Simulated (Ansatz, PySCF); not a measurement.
Breaking the Pb1–H2 bond in H3NPb (SMILES [NH2][PbH]) (multiplicity 1 held, fragments rigid). Energies count from the point at 1.865 Å.
Geometry at that point (charge 0, multiplicity 1):
```xyz
5

Pb    -0.0569     0.1346     0.1663
H     -0.7454     1.2445    -1.1645
N      0.5644    -1.2798    -1.2998
H      0.4288    -1.1744    -2.2940
H      1.0352    -2.1459    -1.0822
```

R- and RO- levels are restricted; in cc, def2 and unpolarised 6-31G sets they are followed outwards from rest. Unrestricted levels (U-) break spin symmetry where that is lower. Active spaces are followed from a long bond inwards. Curves can end on different states.

Cores are frozen in the correlated methods. Filled d and f shells under p-block atoms count as core. Rows in LANL2DZ carry no dispersion term and start afresh at each structure. LANL2DZ brings its own core potentials from Na on.

Run with Ansatz (Gaussian orbitals); PySCF for LANL2DZ rows. Each number belongs to the level named beside it. In def2 rows elements past Kr take small-core potentials, without spin–orbit coupling.

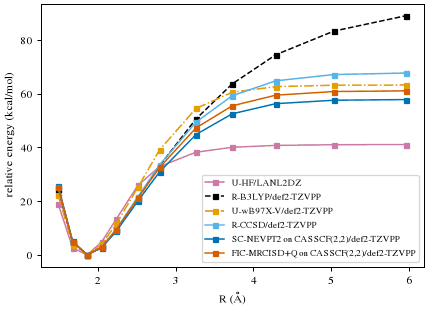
Figure. Relative energy along the coordinate

Question: Read off the U-HF/LANL2DZ curve at R = 3.729.

Answer: about 40 kcal/mol

Doubts at one or more of the structures used: a spin-contaminated determinant (U-HF/LANL2DZ, U-wB97X-V/def2-TZVPP); a restricted determinant that unrestricted orbitals would lower (R-B3LYP/def2-TZVPP, R-CCSD/def2-TZVPP); T1 above 0.05 (R-CCSD/def2-TZVPP); other coupled-cluster roots lie near (R-CCSD/def2-TZVPP).

Ansatz is a first-principles code.
